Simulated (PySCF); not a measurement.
## Electronic structure of C$_{6}$H$_{9}$FSi in real space

The calculation's input:

```
{"job": {"kind": "nmr", "xc": "PBE0", "basis": "pcSseg-1"}, "charge": 0, "multiplicity": 1}
C      3.400459    -0.227346    -0.166058
C      1.996224     0.117330    -0.238777
C      0.836681     0.415846    -0.304255
C     -0.569011     0.743410    -0.356122
C     -1.405957    -0.347250    -1.087076
Si    -2.349752    -0.752020     0.514499
F     -3.930103    -0.400878     0.465982
C     -1.236785     0.694961     1.049789
H      3.918052     0.116025    -1.061865
H      3.516548    -1.308227    -0.084342
H      3.855473     0.243055     0.705866
H     -0.685903     1.723328    -0.825830
H     -2.002296     0.063893    -1.899830
H     -0.784224    -1.135233    -1.506328
H     -2.299738    -2.054879     1.148105
H     -1.747711     1.623294     1.298424
H     -0.518955     0.496720     1.842780
```

Launched as:

```sh
OMP_NUM_THREADS=1 python probes_run.py task.json out
```

Geometry: GFN2-xTB.

Method: PBE0/pcSseg-1, SCF density, gas phase, non-relativistic in PySCF.

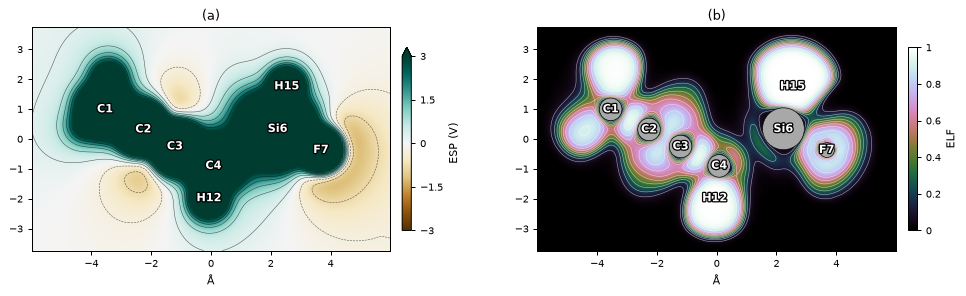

Figure 1. (a) electrostatic potential; (b) electron localisation function on the plane of atoms F7, Si6 and H15. Grey discs cover the atomic cores in the ELF map.

Question: Describe what can be read from this map.

Answer: The section cuts through C, Si, F and H sites. C–C (1.20 Å): the ELF peaks at about 0.85 between the atoms: a short, multiple covalent bond. Si–F (1.62 Å): the ELF peaks at about 0.85 in the valence shell of F, 0.6 Å from its nucleus, and is about 0.50 at the midpoint. C–H (1.09 Å): the ELF climbs to about 1 towards the hydrogen, as it does in any bond to H (an ordinary covalent bond to hydrogen). Si–H (1.45 Å): the ELF climbs to about 1 towards the hydrogen. The ELF also peaks beside F7, away from the bonds: lone-pair regions. Outside the dense part of the molecule the potential is most negative (−1.2 V) near F7.

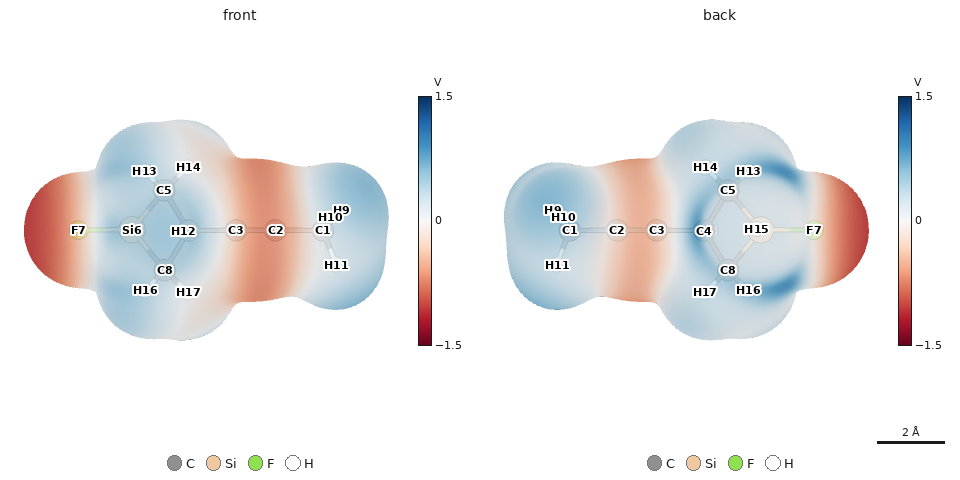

Figure 2. The molecular electrostatic potential painted on the density surface at 0.001 e/bohr³, seen from the front and from behind; red is negative and blue positive.

Question: Where is the surface potential most negative and most positive?

Answer: The most negative region (about −1.0 V) lies over F7, the most positive (about +0.9 V) over Si6.
